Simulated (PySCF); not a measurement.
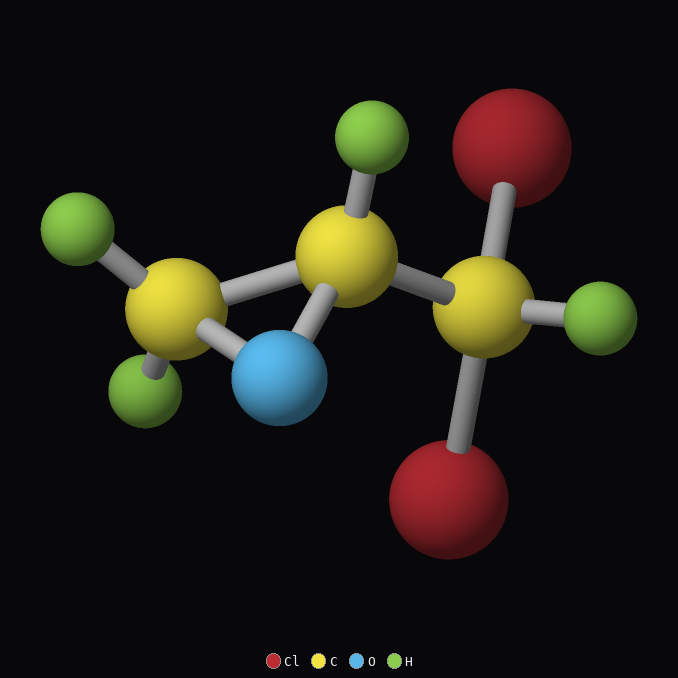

A ball-and-stick model of a molecule.

The geometry was computed by an optimisation with PBE0-D3(BJ)/def2-SVP. No frequency run is at hand to confirm it as a minimum.

Identify the structure.

It has 10 atoms: 3 carbon, 4 hydrogen, 2 chlorine and 1 oxygen (C₃H₄Cl₂O). As SMILES it reads `ClC(Cl)[C@H]1CO1`. Independent rings (smallest set): 1 of 3 members. Among its groups: ether, C–Cl bond. This geometry has C1 symmetry. Coordination, clear cases only: 1 C tetrahedral.

The parts below concern this one geometry. Atoms keep their numbers from picture to picture.

**Geometry**

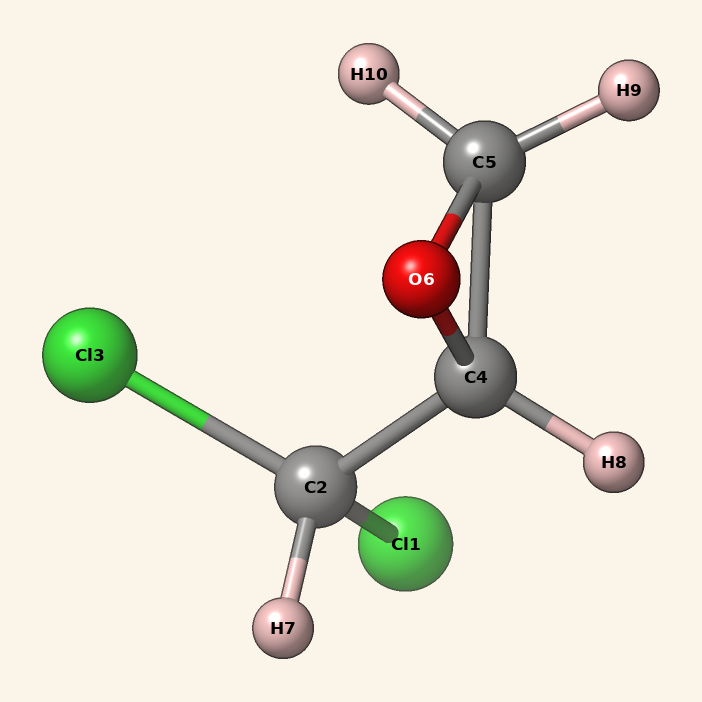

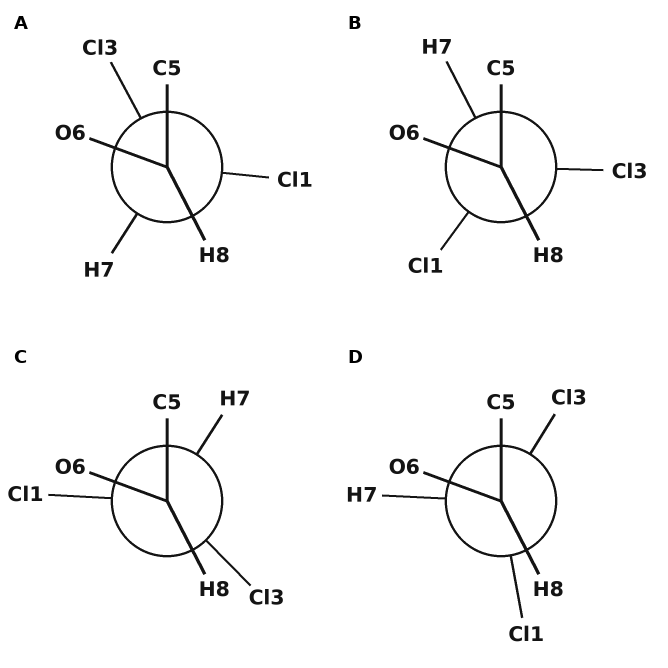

Depth is shown by fading: the farther an atom, the more it takes the colour of the background. Bonds that would overlap in a projection are set slightly apart. No frequency run is at hand to confirm it as a minimum.

Which Newman projection shows the view along C4–C2, with C4 in front?

Answer. A. The torsion angle O6–C4–C2–Cl1 is 166°, antiperiplanar (anti).

**Charges**

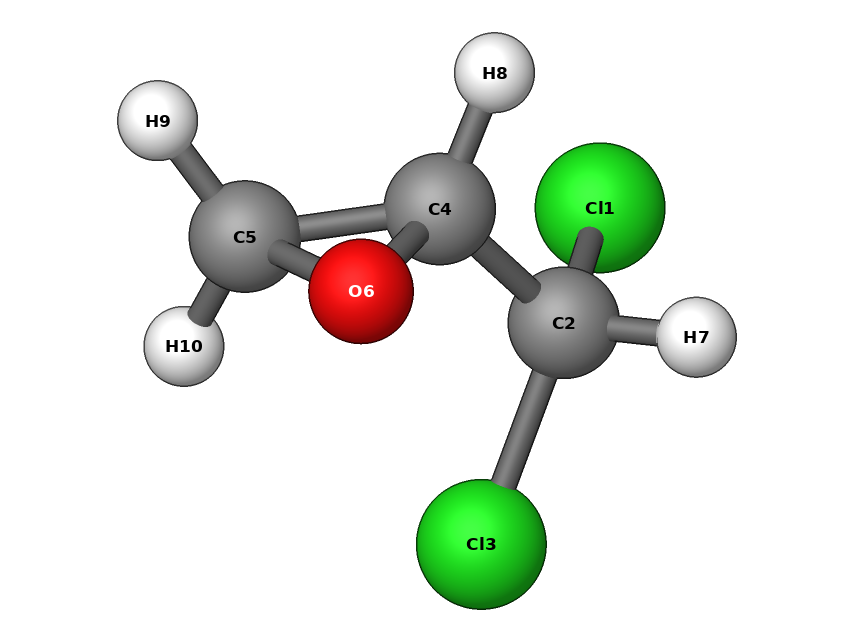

The questions are on Hirshfeld charges. No frequency run is at hand to confirm it as a minimum. Level of theory: PBE0/IGLO-III, gas phase (PySCF 2.14.0).

Give the Hirshfeld charges atom by atom.

```
atom  value (e)
 Cl1      −0.03
  C2       0.01
 Cl3       0.00
  C4      −0.01
  C5      −0.03
  O6      −0.16
  H7       0.06
  H8       0.05
  H9       0.06
 H10       0.04
```

**Electronic properties**

No frequency run is at hand to confirm it as a minimum. Level of theory: PBE0/cc-pVTZ, gas phase (PySCF 2.14.0).

Estimate the dipole moment.

Answer. 1.38 D.

What is the HOMO energy (Kohn–Sham orbital)?

Answer. −8.29 eV.

What is the HOMO–LUMO gap?

Answer. 8.20 eV.

**NMR shielding**

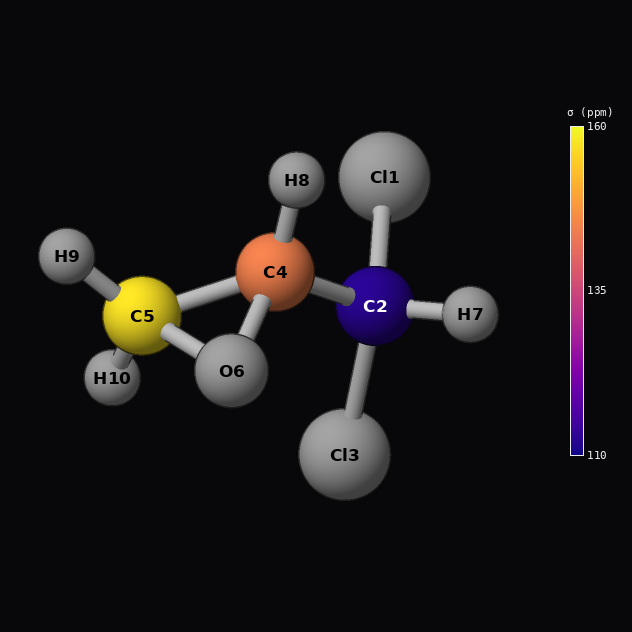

Atoms are coloured by their isotropic NMR shieldings (C only, the others grey). No frequency run is at hand to confirm it as a minimum. Properties computed with GIAO PBE0/cc-pVDZ NMR shielding, non-relativistic, gas phase (PySCF 2.14.0).

Give the isotropic NMR shieldings of the C atoms atom by atom.

```tsv
atom	σ (ppm)
C2	112.4
C4	144.6
C5	157.2
```
